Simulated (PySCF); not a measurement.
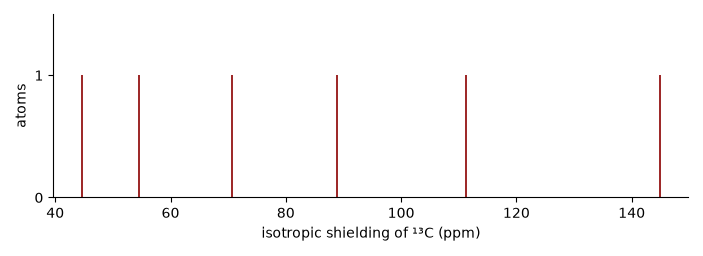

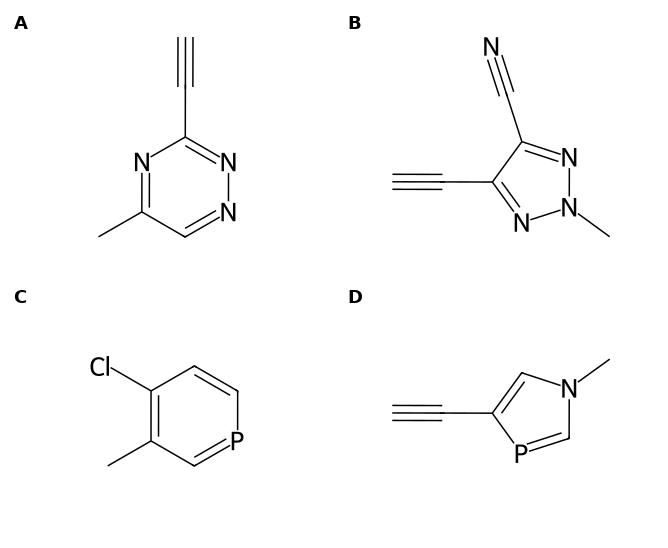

The sticks are computed shieldings of one of the molecules, for one fixed geometry (GFN2-xTB) without averaging over rotations. Low shielding means a high chemical shift. Method: GIAO PBE0/pcSseg-1 NMR shielding, non-relativistic, gas phase (PySCF 2.14.0).

Which molecule gives this pattern?

Answer. B, `C#Cc1nn(C)nc1C#N`. Its 6 C atoms give lines at 44.7, 54.5, 70.6, 88.9, 111.3, 144.8 ppm.

The geometry is semi-empirical. Around P such bond lengths and angles can be off by a tenth of an ångström or more and by several degrees, and values that hang on the shape move with them.
